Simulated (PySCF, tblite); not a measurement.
# C5H5OS radical: geometry, infrared bands and EPR parameters

What infrared bands and EPR parameters should C5H5OS radical (`[C]#CCSCC=O`) show?

Computed with tblite 0.8.0 and PySCF 2.14.0, with density-fitted response routines of our own, on a single molecule in the gas phase. Atoms count from 0, in the outputs and in this text.

### 1 The starting structure

12 atoms, charge 0, multiplicity 2; geometry from: force field or distance geometry start.

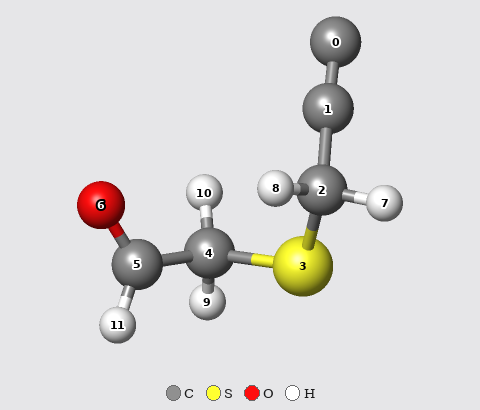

The starting geometry (carbon grey, sulfur yellow, oxygen red, hydrogen white), atoms numbered; sticks join atoms by distance.

### 2 Relaxing the molecule with GFN2-xTB

The job: settings as JSON, then the geometry in Å.

```
{"job": {"kind": "relax", "xc": "GFN2-xTB", "basis": "xTB"}, "charge": 0, "multiplicity": 2}
C      2.286600     2.121700    -0.406000
C      1.969100     0.995700    -0.079300
C      1.634400    -0.412700     0.334100
S      0.343200    -0.991100    -0.809900
C     -1.183100    -0.070400    -0.751800
C     -1.855700    -0.221200     0.550700
O     -1.764000     0.652400     1.384300
H      2.552800    -1.028000     0.126300
H      1.364400    -0.463500     1.397100
H     -1.871400    -0.488600    -1.558900
H     -1.058800     1.013000    -0.964500
H     -2.416300    -1.108000     0.751600
```

The run is started by

```bash
$ OMP_NUM_THREADS=1 python probes_run.py task.json out
```

This one command runs all jobs of the session in turn.

The program printed:

```text
step      E/eV     max force
  0    -553.12055    2.185
  1    -553.24820    3.474
  2    -553.32826    2.002
  3    -553.36071    1.391
  4    -553.38598    0.388
  5    -553.40724    0.543
  6    -553.44608    0.632
  7    -553.46154    0.474
  8    -553.47483    0.278
  9    -553.48342    0.281
 10    -553.49286    0.272
 11    -553.50118    0.291
 12    -553.50886    0.240
 13    -553.51554    0.272
 14    -553.52333    0.276
 15    -553.53292    0.333
 16    -553.54325    0.339
 17    -553.55160    0.217
 18    -553.55642    0.152
 19    -553.55918    0.152
 20    -553.56222    0.150
 21    -553.56617    0.181
 22    -553.57037    0.184
 23    -553.57373    0.141
 24    -553.57610    0.140
 25    -553.57816    0.137
 26    -553.58044    0.159
 27    -553.58279    0.175
 28    -553.58490    0.121
 29    -553.58653    0.098
 30    -553.58768    0.078
 31    -553.58858    0.085
 32    -553.58942    0.080
 33    -553.59022    0.094
 34    -553.59084    0.081
 35    -553.59120    0.047
 36    -553.59138    0.032
 37    -553.59153    0.034
 38    -553.59168    0.038
 39    -553.59181    0.031
 40    -553.59193    0.028
 41    -553.59206    0.045
 42    -553.59225    0.061
 43    -553.59251    0.068
 44    -553.59283    0.052
 45    -553.59319    0.053
 46    -553.59366    0.073
 47    -553.59438    0.085
 48    -553.59553    0.129
 49    -553.59697    0.160
 50    -553.59872    0.134
 51    -553.59985    0.386
 52    -553.60256    0.247
 53    -553.60418    0.151
 54    -553.60632    0.186
 55    -553.60735    0.147
 56    -553.60883    0.166
 57    -553.60987    0.068
 58    -553.61060    0.086
 59    -553.61131    0.093
 60    -553.61223    0.091
 61    -553.61291    0.061
 62    -553.61328    0.075
 63    -553.61363    0.060
 64    -553.61412    0.090
 65    -553.61467    0.075
 66    -553.61495    0.057
 67    -553.61502    0.029
 68    -553.61505    0.022
 69    -553.61507    0.013
 70    -553.61510    0.013
 71    -553.61512    0.012
 72    -553.61512    0.006
```

Wall time 0.4 s (1 thread of Arm Neoverse V1, shared host).

Along the way: (not every step is listed)

```tsv
step	energy from step 0 (eV)	largest force (eV/Å)
0	0.0000	2.1854
1	-0.1277	3.4739
2	-0.2077	2.0023
3	-0.2402	1.3905
4	-0.2654	0.3881
5	-0.2867	0.5430
6	-0.3255	0.6318
7	-0.3410	0.4740
8	-0.3543	0.2780
13	-0.3950	0.2721
18	-0.4359	0.1524
23	-0.4532	0.1406
28	-0.4643	0.1212
33	-0.4697	0.0943
38	-0.4711	0.0377
43	-0.4720	0.0682
48	-0.4750	0.1295
53	-0.4836	0.1506
58	-0.4900	0.0861
63	-0.4931	0.0601
67	-0.4945	0.0291
68	-0.4945	0.0224
69	-0.4945	0.0129
70	-0.4946	0.0130
71	-0.4946	0.0124
72	-0.4946	0.0062
```

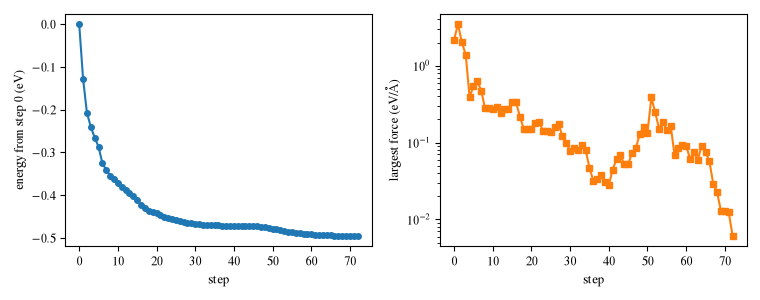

Energy and largest force along the relaxation.

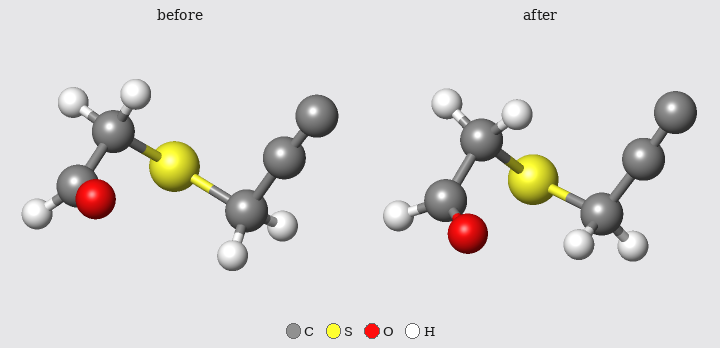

Before and after, at one scale.

Distances of close pairs at the start and the end, largest changes first:

```tsv
bond	before (Å)	after (Å)	change (Å)
C4–H9	1.140	1.086	-0.054
S3–C4	1.783	1.832	+0.048
C1–C2	1.505	1.459	-0.046
C5–H11	1.068	1.105	+0.037
C2–H7	1.125	1.090	-0.035
C4–C5	1.474	1.497	+0.024
C4–H10	1.111	1.090	-0.021
C0–C1	1.215	1.197	-0.018
```

The end geometry stands in the next job.

### 3 Infrared spectrum with GFN2-xTB

The job: settings as JSON, then the geometry in Å.

```
{"job": {"kind": "ir", "xc": "GFN2-xTB", "basis": "xTB"}, "charge": 0, "multiplicity": 2}
C      2.236942     2.003484    -0.755112
C      1.906510     0.966932    -0.256184
C      1.443655    -0.291619     0.319124
S      0.310657    -1.154824    -0.803476
C     -1.096373     0.015368    -0.720806
C     -1.723017    -0.324900     0.595777
O     -1.432403     0.196813     1.636519
H      2.283750    -0.966995     0.481475
H      0.915711    -0.093120     1.255228
H     -1.739431    -0.195202    -1.570504
H     -0.684567     1.024209    -0.757388
H     -2.420237    -1.180830     0.549320
```

The program printed:

```text
mode    cm-1     km/mol
  1      54.6      1.12
  2      95.8      7.34
  3      97.1      8.96
  4     166.2      3.30
  5     206.7      3.38
  6     223.3     19.24
  7     256.3      3.10
  8     345.6      1.41
  9     497.0     18.84
 10     682.8     13.59
 11     694.6     10.60
 12     819.1     14.27
 13     903.6      4.64
 14     919.5      3.86
 15     948.4     23.39
 16    1003.5     17.74
 17    1082.8     28.49
 18    1102.6     26.81
 19    1153.7     13.72
 20    1182.2      3.26
 21    1361.6     12.09
 22    1374.6      2.22
 23    1405.3     12.18
 24    1761.8    305.88
 25    2282.5     28.62
 26    2795.7     91.21
 27    2943.0      0.07
 28    2988.4      1.05
 29    2990.0      1.17
 30    3038.8      1.24
```

Wall time 0.32 s (1 thread of Arm Neoverse V1, shared host).

The strongest bands and the atoms that carry them (share of the mass-weighted mode):

```tsv
cm⁻¹	km/mol	atoms
223	19.2	C5 30 %, H11 27 %, S3 12 %, C4 12 %
497	18.8	O6 30 %, H10 23 %, C5 21 %, C4 13 %
948	23.4	C2 50 %, C0 23 %, C1 12 %
1083	28.5	H7 40 %, H8 35 %
1103	26.8	H10 44 %, C5 17 %, H9 14 %
1762	305.9	C5 59 %, O6 40 %
2282	28.6	C1 56 %, C0 43 %
2796	91.2	H11 94 %
```

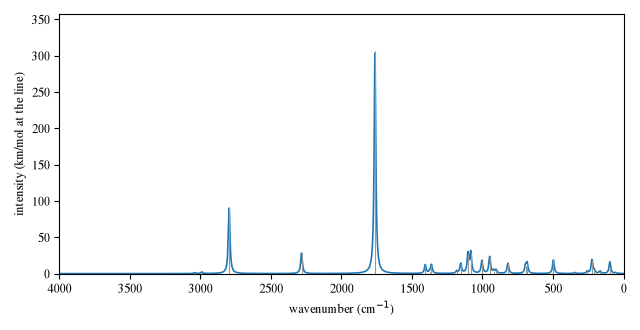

The infrared spectrum from these modes, unscaled. Lines are broadened to a width of 14 cm⁻¹ (Lorentzian).

### 4 g tensor and hyperfine couplings: B3LYP/pcH-1

The job, as its differences from that of step 3:

```diff
@@ -1,2 +1,2 @@
-{"job": {"kind": "ir", "xc": "GFN2-xTB", "basis": "xTB"}, "charge": 0, "multiplicity": 2}
+{"job": {"kind": "epr", "basis": "pcH-1"}, "charge": 0, "multiplicity": 2}
 C      2.236942     2.003484    -0.755112
```

With the program's defaults for keys left out, this is: UKS B3LYP, pcH-1 on C H O S, non-relativistic, mean-field spin-orbit, GIAO.

The program printed:

```text
UKS, coarse grid
  cycle   1  E = -666.40579389  |g| = 7.69e-01
  cycle   2  E = -660.93354573  |g| = 2.64e+00
  cycle   3  E = -666.52668223  |g| = 6.07e-01
  cycle   4  E = -666.56537320  |g| = 5.45e-01
  cycle   5  E = -666.72993251  |g| = 2.33e-01
  cycle   6  E = -666.73999948  |g| = 2.01e-01
  cycle   7  E = -666.76166430  |g| = 9.88e-02
  cycle   8  E = -666.76854086  |g| = 2.68e-02
  cycle   9  E = -666.76901071  |g| = 1.07e-02
  cycle  10  E = -666.76911123  |g| = 3.40e-03
  cycle  11  E = -666.76913302  |g| = 2.07e-03
  cycle  12  E = -666.76914582  |g| = 9.72e-04
  cycle  13  E = -666.76914802  |g| = 6.94e-04
UKS, final grid
  cycle   1  E = -666.76917310  |g| = 1.11e-03
  cycle   2  E = -666.76917226  |g| = 2.17e-03
  cycle   3  E = -666.76917405  |g| = 3.17e-04
  cycle   4  E = -666.76917421  |g| = 1.92e-04
  cycle   5  E = -666.76917486  |g| = 1.75e-04
  cycle   6  E = -666.76917516  |g| = 1.11e-04
  cycle   7  E = -666.76917525  |g| = 8.50e-05
  cycle   8  E = -666.76917535  |g| = 4.24e-05
  cycle   9  E = -666.76917536  |g| = 1.84e-05
  cycle  10  E = -666.76917537  |g| = 1.38e-05
E = -666.76917537 Eh   <S^2> = 0.7697 (exact 0.7500)
g shifts (ppm)      1          2          3
  rmc          -173       -173       -173
  gc             11         18         12
  oz_so       -1013         -3       1093
  total       -1174       -157        932
hyperfine (MHz)  atom isotope    a_iso     a_fc   dipolar eigenvalues
    0   13C    1027.87    1028.06    -52.92    -52.31    105.23
    1   13C     180.17     180.21    -25.77    -25.33     51.10
    2   13C      14.02      13.98     -3.18     -2.45      5.63
    3   33S      -1.53      -1.54     -4.04     -1.34      5.38
    4   13C      -0.34      -0.35     -0.26     -0.15      0.41
    5   13C       0.84       0.84     -0.19     -0.10      0.28
    6   17O       0.11       0.11     -0.41      0.12      0.29
    7    1H     -11.86     -11.87     -1.97     -0.85      2.81
    8    1H     -12.68     -12.69     -1.94     -0.95      2.89
    9    1H      -0.10      -0.10     -0.70     -0.59      1.29
   10    1H       1.75       1.75     -2.05     -1.82      3.88
   11    1H      -0.10      -0.10     -0.37     -0.31      0.68
```

Run time: 61 s. Hardware: 1 thread of Arm Neoverse V1, shared host; peak memory 0.83 GiB.

Principal g values 2.00115, 2.00216, 2.00325; g(iso) = 2.00219, against 2.00232 for a free electron.

Mean a(iso) over the nuclei that a row names, and the largest dipolar term of the row (other rows stand at the frozen geometry):

```tsv
nuclei	isotope	a(iso) (MHz)	a(iso) (G, at g = 2.0023)	largest dipolar term (MHz)
C0	13C	1027.9	366.8	105.2
C1	13C	180.2	64.3	51.1
C2	13C	14.0	5.0	5.6
H7, H8	1H	-12.3	-4.4	2.9
S3	33S	-1.5	-0.5	5.4
C5	13C	0.8	0.3	0.3
H9, H10	1H	0.8	0.3	3.9
C4	13C	-0.3	-0.1	0.4
O6	17O	0.1	0.0	-0.4
H11	1H	-0.1	0.0	0.7
```

Mulliken spin populations:

```tsv
atom	value (e)
C0	1.16
C1	-0.20
C2	0.03
S3	0.02
C4	0.00
C5	0.00
O6	0.00
H7	0.00
H8	0.00
H9	0.00
H10	0.00
H11	0.00
```

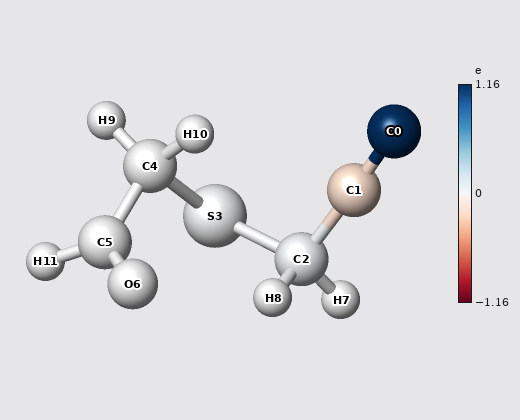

Mulliken spin populations, as colours on the atoms.

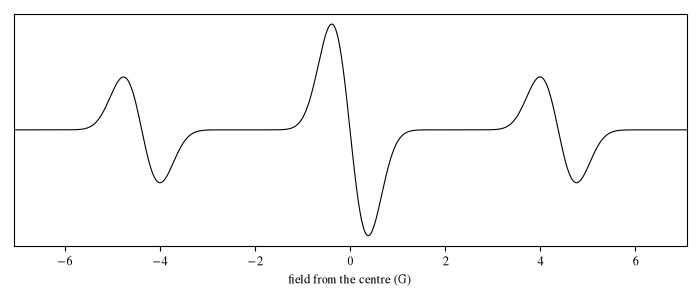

First-order isotropic spectrum (first derivative, main isotopes with spin only, couplings over 0.8 MHz, Gaussian width 0.3 G; couplings of the frozen geometry, rotation of groups not averaged beyond the rows shown).

The fields below are evaluated on a grid from the run's orbitals.

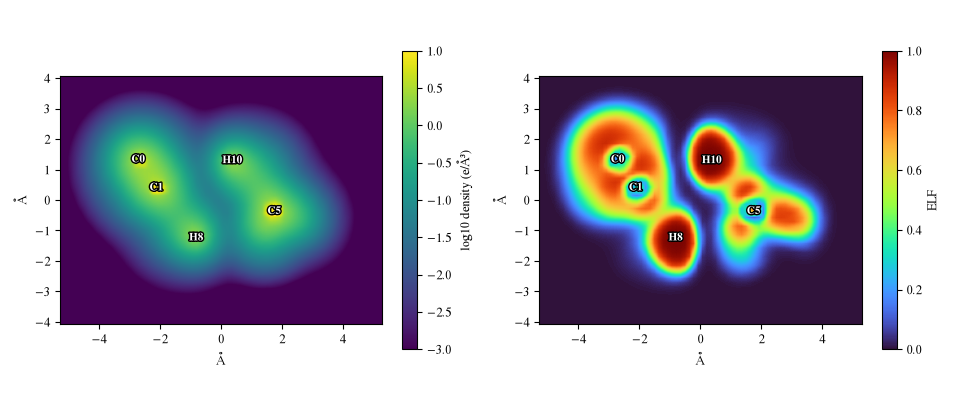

Density (left) and ELF (right) in a plane through or near 5 of the atoms.

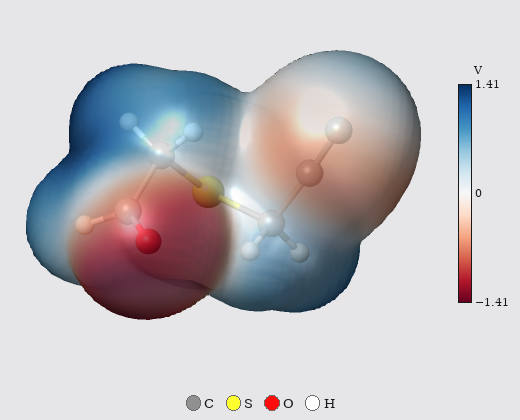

Electrostatic potential on the surface of density 0.002 e/bohr³; red is low, blue high. It runs from -1.41 V near O6 to 1.41 V near H9.

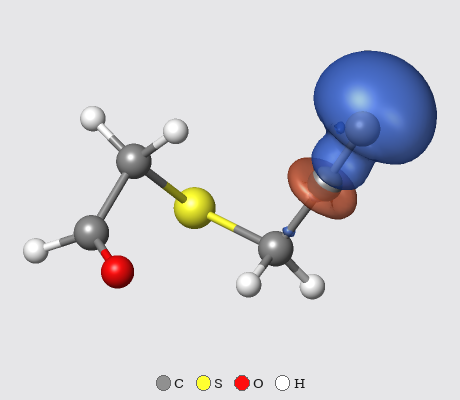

Spin density at ±0.05 e/Å³ (alpha excess blue, beta excess red).

### 5 Results

| quantity | value |
| --- | --- |
| strongest single infrared mode (GFN2-xTB) | 1762 cm⁻¹, 306 km/mol |
| zero-point energy (GFN2-xTB) | 50.6 kcal/mol |
| g(iso) (B3LYP) | 2.00219 |
| ⟨S²⟩ | 0.770 (exact 0.75) |
| largest a(iso) (averaged by class) | 13C on C0, 1027.9 MHz |
| potential on the surface of density 0.002 e/bohr³, 1st and 99th percentile | -1.41 V and 1.41 V |

What this shows: Relaxing lowered the energy by 0.495 eV in 72 steps; the close pair that moved most is C4–H9, from 1.140 to 1.086 Å. No mode is imaginary among the 30: a minimum at this level. The strongest single mode, at 1762 cm⁻¹, moves mainly C5 and O6. Unscaled tight-binding wavenumbers are off by several per cent, some by more. Its intensities can rank the bands wrongly. C0 carries the largest spin population, 1.16 e. The isotropic g lies 0.1 ppt below the free-electron value. These values are for one conformer; the search (at its own cheap level) found 2 more, at 0.77, 0.77 kcal/mol, and measured spectra average over such forms.
